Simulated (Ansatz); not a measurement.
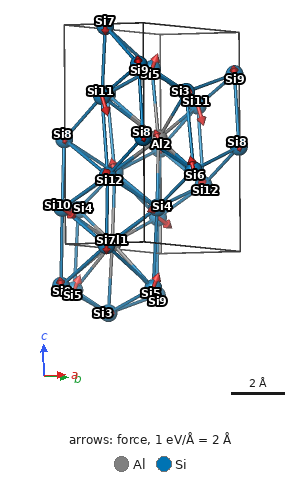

Starting geometry of a crystal of AlSi₅ (a generated structure, set up in P1) (coarse preliminary run) with the computed forces as red arrows. A ball-and-stick model of the cell of the calculation, seen from a free direction.

Level of theory: DFT PBE, scalar-relativistic, plane waves, PAW (Ansatz). (plane-wave cutoff 420 eV; k-point mesh 4 × 4 × 2; occupations gaussian; smearing width 0.1 eV; no spin polarisation; cell and atoms relaxed; force threshold 0.04 eV/Å; at most 70 steps)

Question: What follows when this structure is relaxed?

Answer: It isn't relaxed: the largest force vector, on Si11, is 0.44 eV/Å. The final displacements follow the starting forces only in part (cosine between the two patterns 0.53). Over 12 accepted moves (13 points after the start) the energy falls by 1.686 eV per cell of the calculation. Largest force component: 0.39 eV/Å at the start, 0.028 eV/Å at the end. The pressure goes from 0.96 to 0.01 GPa. The SCF was repeated once at an unchanged geometry on a basis and grid sized afresh for the cell, which shifted the energy by 4.1 meV per cell of the calculation at most. The largest move relative to the cell is that of Si11, 1.07 Å roughly along [1 0 −2]. By element the largest moves are Si 1.07 Å, Al 0.91 Å. The volume changes by +4.8 %, with a 4.637 → 4.788 Å (+3.3 %), b 4.739 → 4.980 Å (+5.1 %), c 8.274 → 7.972 Å (−3.7 %), α 93.5° → 90.0°, β 90.5° → 90.0°, γ 90.2° → 90.0°. Some distances before and after: Si5–Si11 2.639 → 4.055 Å, Si5–Si11 (another image) 2.681 → 4.057 Å, Si4–Si7 2.711 → 3.975 Å, Al2–Si12 2.838 → 4.000 Å. Among the angles between lasting bonds that change: Si4–Al2–Si11 122.2° → 78.2°, Si5–Al2–Si11 60.0° → 101.8°, Si5–Si7–Si11 61.0° → 101.7°. The space group (tolerance 0.01 Å) goes from P1 (No. 1) to Pmma (No. 51).

Limits of the set-up: the k-point mesh is coarse for a cell with partly filled bands.
